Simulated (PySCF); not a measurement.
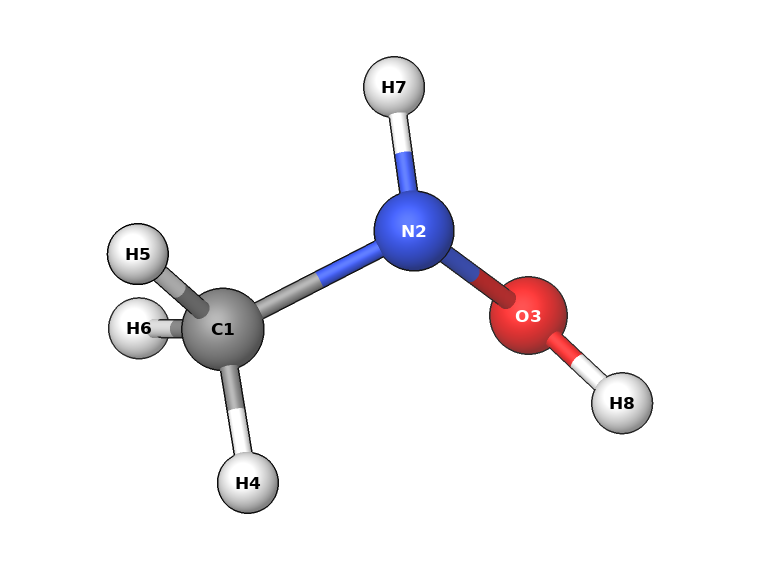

Computed geometry: GFN2-xTB optimisation. No frequency run is at hand to confirm it as a minimum. Level of theory: delta-SCF UKS SCAN, pcX-2 on the ionised atom, pcseg-1 elsewhere, spin-free X2C (PySCF 2.14.0).

Give the core-electron binding energies (to vacuum) of C1 1s, N2 1s, O3 1s.

```csv
atom,level,binding energy (eV)
C1,1s,291.6
N2,1s,406.4
O3,1s,539.1
```
